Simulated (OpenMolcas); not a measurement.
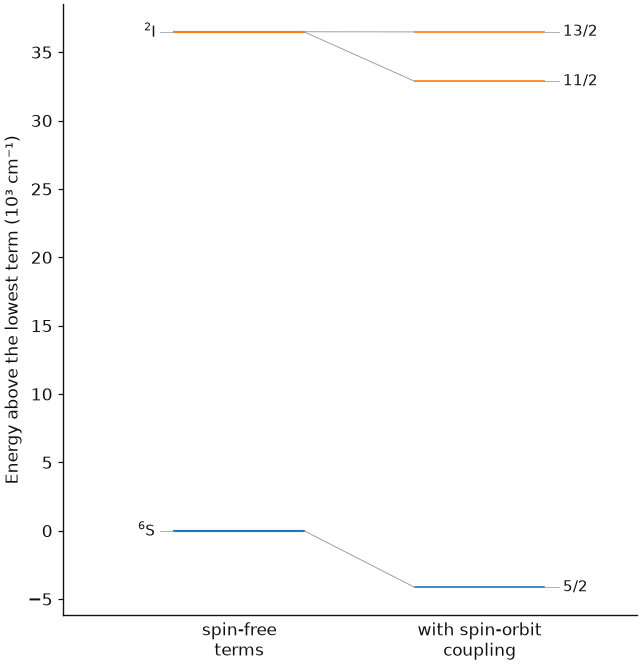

Terms of Ir⁴⁺ without and with spin-orbit coupling; numbers at the right are J. ⁶S (at 0) gives the one level J = 5/2; ²I (at 36,500 cm⁻¹) splits over 3,620 cm⁻¹ into J = 11/2, 13/2 from the bottom up (normal). The ground level lies 4,160 cm⁻¹ below the lowest term.

# Ir⁴⁺: multiconfigurational calculation

- system: Ir⁴⁺.
- method: state-averaged MS-RASPT2, IPEA shift 0.25, imaginary shift 0.1 hartree, closed shells 5s correlated, active space 11 electrons in the shells 5p 5d; RAS1 5p with at most 2 holes, basis ANO-R2, X2C scalar Hamiltonian, spin-orbit coupling by RASSI with atomic mean-field integrals (OpenMolcas)

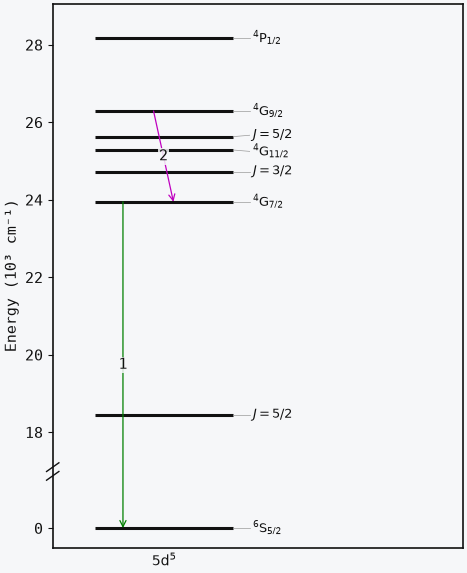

Levels of Ir⁴⁺ with 2 numbered transitions. Rates are at computed energies.

```
No.      Upper      Lower  Type  λ (vacuum)  A (s⁻¹)
  1  5d⁵ ⁴G₇/₂  5d⁵ ⁶S₅/₂    M1      418 nm      1.7
  2  5d⁵ ⁴G₉/₂  5d⁵ ⁴G₇/₂    M1     4.27 µm     0.38
```

Line 1 has the largest rate; it falls in the visible region.

These pictures come from the run below.

Input file:
```
&GATEWAY
Coord
1

Ir 0.0 0.0 0.0
Basis=ANO-R2
Group=XYZ
NoMove
AngMom=0.0 0.0 0.0
AMFI
&SEWARD
&RASSCF
FileOrb=start.orb
Symmetry=1
Spin=6
nActEl=5 0 0
Inactive=15 19
Ras2=5 0
CIRoot=1 1 1
SDav=1
CIMx=300
Iter=120 100
PrWF=0.3
OrbListing=Nothing
MaxOrb=0
Atom
>>> COPY $Project.JobIph JOBPRE
&RASSCF
FileOrb=start.orb
Symmetry=1
Spin=6
nActEl=11 2 0
Inactive=15 16
Ras1=0 3
Ras2=5 0
CIRoot=1 1 1
SDav=31
CIMx=300
Iter=120 100
PrWF=0.3
OrbListing=Nothing
MaxOrb=0
Thrs=2.0e-7 1.0e-1 5.0e-4
Atom
>>> COPY $Project.JobIph JOB001
&RASSCF
FileOrb=start.orb
Symmetry=1
Spin=4
nActEl=11 2 0
Inactive=15 16
Ras1=0 3
Ras2=5 0
CIRoot=24 24 1
SDav=234
CIMx=300
Iter=120 100
PrWF=0.3
OrbListing=Nothing
MaxOrb=0
Thrs=2.0e-7 1.0e-1 5.0e-4
Atom
>>> COPY $Project.JobIph JOB002
&RASSCF
FileOrb=start.orb
Symmetry=1
Spin=2
nActEl=11 2 0
Inactive=15 16
Ras1=0 3
Ras2=5 0
CIRoot=75 75 1
SDav=465
CIMx=300
Iter=120 100
PrWF=0.3
OrbListing=Nothing
MaxOrb=0
Thrs=2.0e-7 1.0e-1 5.0e-4
Atom
>>> COPY $Project.JobIph JOB003
&RASSI
NrOfJobIphs=3 1 24 75
1
1 2 3 4 5 6 7 8 9 10 11 12 13 14 15 16 17 18 19 20 21 22 23 24
1 2 3 4 5 6 7 8 9 10 11 12 13 14 15 16 17 18 19 20 21 22 23 24 25 26 27
28 29 30 31 32 33 34 35 36 37 38 39 40 41 42 43 44 45 46 47 48 49 50 51
52 53 54 55 56 57 58 59 60 61 62 63 64 65 66 67 68 69 70 71 72 73 74 75
IphNames
JOB001
JOB002
JOB003
EJob
SpinOrbit
DIPRint=1.0
SOCoupling=1000.0
Subsets=2
MEES
Property=10
'ANGMOM' 1 'ANGMOM' 2 'ANGMOM' 3 'MLTPL  1' 1 'MLTPL  1' 2 'MLTPL  1' 3
'AMFI' 1 'AMFI' 2 'AMFI' 3 'MLTPL  2' 6
SOProperty=3
'ANGMOM' 1 'ANGMOM' 2 'ANGMOM' 3
>>> COPY JOB001 $Project.JobIph
&CASPT2
Multistate=1 1
Frozen=14 16
IPEA=0.25
Imaginary=0.1
MaxIter=60
WThr=0.0 0.3 0.05
PrWF=0.5
NoMix
>>> COPY JOB002 $Project.JobIph
&CASPT2
Multistate=24 1 2 3 4 5 6 7 8 9 10 11 12 13 14 15 16 17 18 19 20 21 22
23 24
Frozen=14 16
IPEA=0.25
Imaginary=0.1
MaxIter=60
WThr=0.0 0.3 0.05
PrWF=0.5
NoMix
>>> COPY JOB003 $Project.JobIph
&CASPT2
Multistate=75 1 2 3 4 5 6 7 8 9 10 11 12 13 14 15 16 17 18 19 20 21 22
23 24 25 26 27 28 29 30 31 32 33 34 35 36 37 38 39 40 41 42 43 44 45 46
47 48 49 50 51 52 53 54 55 56 57 58 59 60 61 62 63 64 65 66 67 68 69 70
71 72 73 74 75
NoMult
Frozen=14 16
IPEA=0.25
Imaginary=0.1
MaxIter=60
WThr=0.0 0.3 0.05
PrWF=0.5
NoMix
```

The file start.orb holds starting orbitals from an earlier step. A driver script formed the levels outside the program, from RASSI's spin-orbit matrix and the CASPT2 energies (for multi-state variants, the effective Hamiltonian), averaged over the components of each term or state. The log and the time are those of the CASPT2 step.

Launched with:
```bash
OMP_NUM_THREADS=1 MOLCAS_MEM=1689 MOLCAS_PROJECT=a pymolcas a.inp > a.log  # once for each step of the input, in one work folder
```

The program's output (extracts):
```
--- CASPT2 ---
Orbital specifications:
      -----------------------

      Symmetry species                           1   2
                                                ag  au
      Frozen orbitals                           14  16
      Inactive orbitals                          1   0
      Active orbitals                            5   3
      Secondary orbitals                        22  20
      Deleted orbitals                           0   0
      Number of basis functions                 42  39
Type of calculation                        SS-CASPT2
      Fock operator                              state-specific
      IPEA shift                                 0.25
      Real shift                                 0.00
      Imaginary shift                            0.10
      The input orbitals will be transformed to quasi-canonical
Reference energy:      -17820.8466221918
      E2 (Non-variational):      -0.2817342329
      Shift correction:          -0.0000775812
      E2 (Variational):          -0.2818118141
      Total energy:          -17821.1284340060
      Residual norm:              0.0000000579
      Reference weight:           0.95899
      Contributions to the CASPT2 correlation energy
      Active & Virtual Only:         -0.2347367503
      One Inactive Excited:          -0.0434885551
      Two Inactive Excited:          -0.0035089275
::    CASPT2 Root  1     Total energy: -17821.12843401
--- CASPT2 ---
Orbital specifications:
      -----------------------

      Symmetry species                           1   2
                                                ag  au
      Frozen orbitals                           14  16
      Inactive orbitals                          1   0
      Active orbitals                            5   3
      Secondary orbitals                        22  20
      Deleted orbitals                           0   0
      Number of basis functions                 42  39
Type of calculation                        MS-CASPT2
      Fock operator                              state-specific
      IPEA shift                                 0.25
      Real shift                                 0.00
      Imaginary shift                            0.10
      The input orbitals will be transformed to quasi-canonical
Reference energy:      -17820.7163542630
      E2 (Non-variational):      -0.2990494156
      Shift correction:          -0.0001058283
      E2 (Variational):          -0.2991552440
      Total energy:          -17821.0155095069
      Residual norm:              0.0000001005
      Reference weight:           0.95435
      Contributions to the CASPT2 correlation energy
      Active & Virtual Only:         -0.2518773566
      One Inactive Excited:          -0.0436484585
      Two Inactive Excited:          -0.0035236006
Reference energy:      -17820.7163542630
      E2 (Non-variational):      -0.2986721864
      Shift correction:          -0.0001010861
      E2 (Variational):          -0.2987732725
      Total energy:          -17821.0151275355
      Residual norm:              0.0000000953
      Reference weight:           0.95468
      Contributions to the CASPT2 correlation energy
      Active & Virtual Only:         -0.2515169169
      One Inactive Excited:          -0.0436316689
      Two Inactive Excited:          -0.0035236007
::    CASPT2 Root  1     Total energy: -17821.01550951
::    CASPT2 Root  2     Total energy: -17821.01512754
::    CASPT2 Root  3     Total energy: -17821.01552982
::    CASPT2 Root  4     Total energy: -17821.01515550
::    CASPT2 Root  5     Total energy: -17821.01553955
::    CASPT2 Root  6     Total energy: -17821.01551220
::    CASPT2 Root  7     Total energy: -17821.01547218
::    CASPT2 Root  8     Total energy: -17821.01535468
::    CASPT2 Root  9     Total energy: -17821.01553603
::    CASPT2 Root 10     Total energy: -17820.99617190
::    CASPT2 Root 11     Total energy: -17820.99616134
::    CASPT2 Root 12     Total energy: -17820.99616299
::    CASPT2 Root 13     Total energy: -17820.99431722
::    CASPT2 Root 14     Total energy: -17820.99431233
::    CASPT2 Root 15     Total energy: -17820.99426984
::    CASPT2 Root 16     Total energy: -17820.99431490
::    CASPT2 Root 17     Total energy: -17820.99420560
::    CASPT2 Root 18     Total energy: -17820.94277609
::    CASPT2 Root 19     Total energy: -17820.94263591
::    CASPT2 Root 20     Total energy: -17820.94238846
::    CASPT2 Root 21     Total energy: -17820.94309762
::    CASPT2 Root 22     Total energy: -17820.94243712
::    CASPT2 Root 23     Total energy: -17820.94237477
::    CASPT2 Root 24     Total energy: -17820.94248259
::    MS-CASPT2 Root  1     Total energy: -17821.01603233
::    MS-CASPT2 Root  2     Total energy: -17821.01579670
::    MS-CASPT2 Root  3     Total energy: -17821.01572000
::    MS-CASPT2 Root  4     Total energy: -17821.01557742
::    MS-CASPT2 Root  5     Total energy: -17821.01546803
::    MS-CASPT2 Root  6     Total energy: -17821.01531264
--- CASPT2 ---
Orbital specifications:
      -----------------------

      Symmetry species                           1   2
                                                ag  au
      Frozen orbitals                           14  16
      Inactive orbitals                          1   0
      Active orbitals                            5   3
      Secondary orbitals                        22  20
      Deleted orbitals                           0   0
      Number of basis functions                 42  39
Type of calculation                        SS-CASPT2
      Fock operator                              state-specific
      IPEA shift                                 0.25
      Real shift                                 0.00
      Imaginary shift                            0.10
      The input orbitals will be transformed to quasi-canonical
Reference energy:      -17820.6557357884
      E2 (Non-variational):      -0.3066113892
      Shift correction:          -0.0000926644
      E2 (Variational):          -0.3067040536
      Total energy:          -17820.9624398421
      Residual norm:              0.0000008875
      Reference weight:           0.95388
      Contributions to the CASPT2 correlation energy
      Active & Virtual Only:         -0.2600634908
      One Inactive Excited:          -0.0430157298
      Two Inactive Excited:          -0.0035321686
Reference energy:      -17820.6557357884
      E2 (Non-variational):      -0.3063206684
      Shift correction:          -0.0000916993
      E2 (Variational):          -0.3064123677
      Total energy:          -17820.9621481562
      Residual norm:              0.0000008741
      Reference weight:           0.95402
      Contributions to the CASPT2 correlation energy
      Active & Virtual Only:         -0.2597787248
      One Inactive Excited:          -0.0430097750
      Two Inactive Excited:          -0.0035321686
::    CASPT2 Root  1     Total energy: -17820.96243984
::    CASPT2 Root  2     Total energy: -17820.96214816
::    CASPT2 Root  3     Total energy: -17820.96216280
::    CASPT2 Root  4     Total energy: -17820.96222504
::    CASPT2 Root  5     Total energy: -17820.96184875
::    CASPT2 Root  6     Total energy: -17820.96249159
::    CASPT2 Root  7     Total energy: -17820.96222121
::    CASPT2 Root  8     Total energy: -17820.96195182
::    CASPT2 Root  9     Total energy: -17820.96227900
::    CASPT2 Root 10     Total energy: -17820.96208379
::    CASPT2 Root 11     Total energy: -17820.96214511
::    CASPT2 Root 12     Total energy: -17820.96211096
::    CASPT2 Root 13     Total energy: -17820.96199170
::    CASPT2 Root 14     Total energy: -17820.94381199
::    CASPT2 Root 15     Total energy: -17820.94373002
::    CASPT2 Root 16     Total energy: -17820.94372705
::    CASPT2 Root 17     Total energy: -17820.94377179
::    CASPT2 Root 18     Total energy: -17820.94372174
::    CASPT2 Root 19     Total energy: -17820.93810404
::    CASPT2 Root 20     Total energy: -17820.93861454
::    CASPT2 Root 21     Total energy: -17820.93824779
::    CASPT2 Root 22     Total energy: -17820.93811527
::    CASPT2 Root 23     Total energy: -17820.93784236
::    CASPT2 Root 24     Total energy: -17820.93791940
::    CASPT2 Root 25     Total energy: -17820.93835263
::    CASPT2 Root 26     Total energy: -17820.92474192
::    CASPT2 Root 27     Total energy: -17820.92469157
::    CASPT2 Root 28     Total energy: -17820.92438794
::    CASPT2 Root 29     Total energy: -17820.92452583
::    CASPT2 Root 30     Total energy: -17820.92464191
```

Spin-orbit levels, grouped by J and assigned:

```tsv
Configuration	Level	E (eV)	LS purity (%)	Landé g
5d⁵	⁶S₅/₂	0	85	1.935
5d⁵	J = 5/2 (even, mixed)	2.287	29	1.048
5d⁵	⁴G₇/₂	2.969	64	1.089
5d⁵	J = 3/2 (even, mixed)	3.066	47	1.367
5d⁵	⁴G₁₁/₂	3.135	80	1.228
5d⁵	J = 5/2 (even, mixed)	3.177	44	1.052
5d⁵	⁴G₉/₂	3.259	84	1.171
5d⁵	⁴P₁/₂	3.493	60	1.704
5d⁵	⁴D₇/₂	3.894	66	1.300
5d⁵	J = 5/2 (even, mixed)	4.183	33	1.291
5d⁵	⁴D₁/₂	4.450	65	0.903
5d⁵	²I₁₁/₂	4.589	73	0.993
5d⁵	J = 3/2 (even, mixed)	4.616	42	1.341
5d⁵	J = 7/2 (even, mixed)	4.752	29	1.127
5d⁵	J = 3/2 (even, mixed)	4.947	54	0.702
5d⁵	J = 9/2 (even, mixed)	4.958	47	1.171
5d⁵	²I₁₃/₂	5.039	100	1.077
5d⁵	J = 5/2 (even, mixed)	5.173	25	1.039
5d⁵	J = 5/2 (even, mixed)	5.765	34	1.098
5d⁵	J = 9/2 (even, mixed)	5.841	52	1.103
5d⁵	²G₇/₂	5.977	55	1.018
5d⁵	J = 5/2 (even, mixed)	6.266	51	1.023
5d⁵	J = 3/2 (even, mixed)	6.349	50	0.708
5d⁵	²F₇/₂	6.465	63	1.093
5d⁵	J = 7/2 (even, mixed)	6.767	44	1.169
5d⁵	²S₁/₂	6.821	82	1.951
5d⁵	²H₁₁/₂	6.971	71	1.066
5d⁵	J = 9/2 (even, mixed)	6.988	40	1.082
5d⁵	²D₃/₂	7.665	84	0.824
5d⁵	J = 5/2 (even, mixed)	7.694	34	1.083
5d⁵	J = 5/2 (even, mixed)	8.319	53	1.124
5d⁵	²G₉/₂	8.530	92	1.111
5d⁵	²G₇/₂	8.811	82	0.921
5d⁵	²P₃/₂	9.620	84	1.249
5d⁵	²P₁/₂	10.18	91	0.778
5d⁵	²D₅/₂	11.03	92	1.197
5d⁵	²D₃/₂	11.35	79	0.876
```

Summary:

| quantity | value |
| --- | --- |
| outcome | converged; degenerate states are split by up to 363 cm⁻¹ |
| lowest level | 5d⁵ ⁶S₅/₂ |
| first excited level | 5d⁵ J = 5/2 (even, mixed, level 2), 18,442 cm⁻¹ |
| energy of the lowest spin-free term | −17821.12843 hartree |
| energy of the lowest spin-orbit level | −17821.14737 hartree |
| CASPT2 correlation energy | −0.2818 hartree |
| largest spread among components of a term | 363.5 cm⁻¹ |
| lowest reference weight | 0.945 |
| hardware | 1 thread of Arm Neoverse V1, 24 GiB of memory available, shared host |
| wall time | 42 s |
| peak memory | 0.38 GiB |

Notes:

The components of ⁴F, which symmetry makes degenerate, are split by 363 cm⁻¹ in CASPT2, and those of 8 more by over 50 cm⁻¹. This is an artefact; the levels of such states rest on averages and are uncertain by about as much. To bear in mind: large blocks without multistate coupling; extra active shells serve correlation only, their own levels not computed; levels of higher terms that fall inside the range are not drawn; only configurations of the active space are included.
